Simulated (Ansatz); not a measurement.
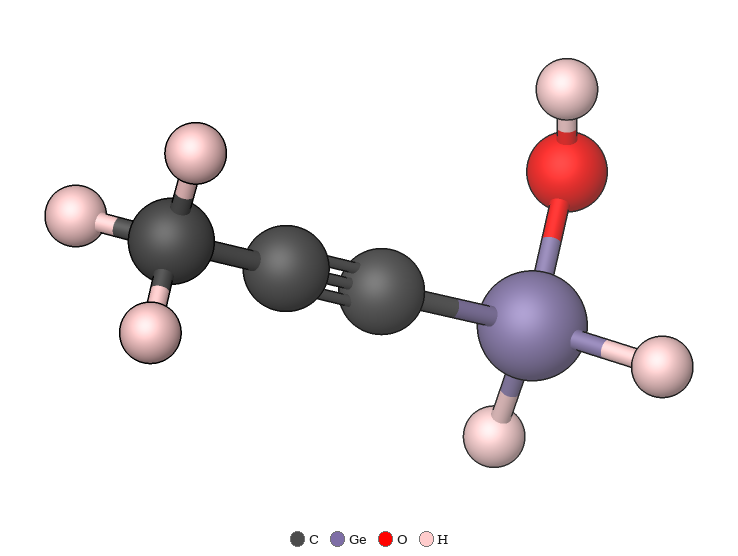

Computed geometry: PBE0-D4/def2-TZVP optimisation. No frequency run is at hand to confirm it as a minimum. Program: Ansatz 0.2.0.

Tabulate HOMO–LUMO gap (eV), dipole (D), HOMO energy (eV) at these levels: B3LYP-D4/def2-TZVPP; PBE-D4/def2-TZVPP; r2SCAN-D4/def2-TZVPP; ωB97M-V/def2-TZVPP.

| level | HOMO–LUMO gap (eV) | dipole (D) | HOMO energy (eV) |
| --- | --- | --- | --- |
| B3LYP-D4/def2-TZVPP | 7.06 | 2.67 | −7.51 |
| PBE-D4/def2-TZVPP | 5.42 | 2.62 | −6.51 |
| r2SCAN-D4/def2-TZVPP | 5.95 | 2.72 | −6.76 |
| ωB97M-V/def2-TZVPP | 11.62 | 2.66 | −9.97 |
